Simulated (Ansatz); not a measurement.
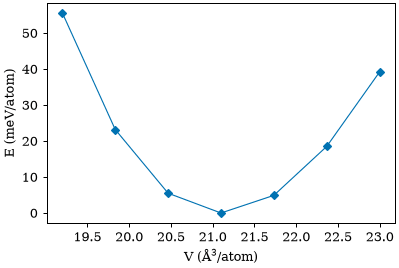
Figure: BaGe3Pt in space group I4mm (No. 107; Ba on 2a, Pt on 2a, Ge on 2a, Ge on 4b) under volume change, the program Ansatz at the PBEsol level (PAW), shape and atoms relaxed at each volume.

**Question.** What does a third-order Birch–Murnaghan fit give for V₀, B₀ and B′?

**Answer.** V₀ = 21.10 Å³/atom, B₀ = 86.8 GPa, B′ = 4.8.

The workflow started from an entry of the Crystallography Open Database (COD, 293 K). Its standing as an ambient phase is unchecked. Symmetry was held in the PBEsol relaxation; its stability against distortions is not shown here. No spin polarisation was allowed. Scalar-relativistic: spin–orbit coupling is off unless named, which matters more the heavier the elements.

Potentials: the later of the program's two PAW sets.
